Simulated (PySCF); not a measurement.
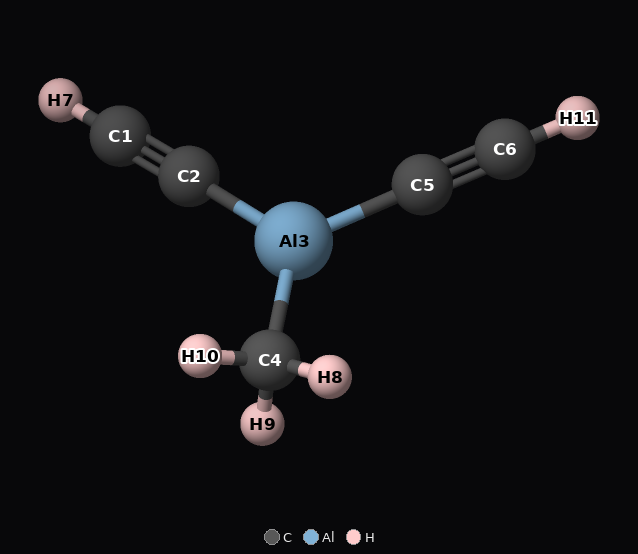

The computed structure is the end point of a PBE0-D3(BJ)/def2-SVP optimisation. No frequency run is at hand to confirm it as a minimum. Electric field gradients from the ground-state density, PBE0/aug-cc-pVDZ (PySCF 2.14.0), non-relativistic apart from any core potentials.

Give the largest field-gradient component, the quadrupole coupling constant and the asymmetry for 27Al at Al3 (Q = 146.6 mb), 2H at H7 (Q = 2.86 mb), 2H at H8 (Q = 2.86 mb), 2H at H9 (Q = 2.86 mb), 2H at H10 (Q = 2.86 mb).

| atom | V_zz (a.u.) | e²qQ/h (MHz) | η |
| --- | --- | --- | --- |
| Al3 | 1.097 | 37.8 | 0.24 |
| H7 | 0.341 | 0.229 | 0.01 |
| H8 | 0.305 | 0.205 | 0.05 |
| H9 | 0.303 | 0.203 | 0.04 |
| H10 | 0.304 | 0.204 | 0.05 |
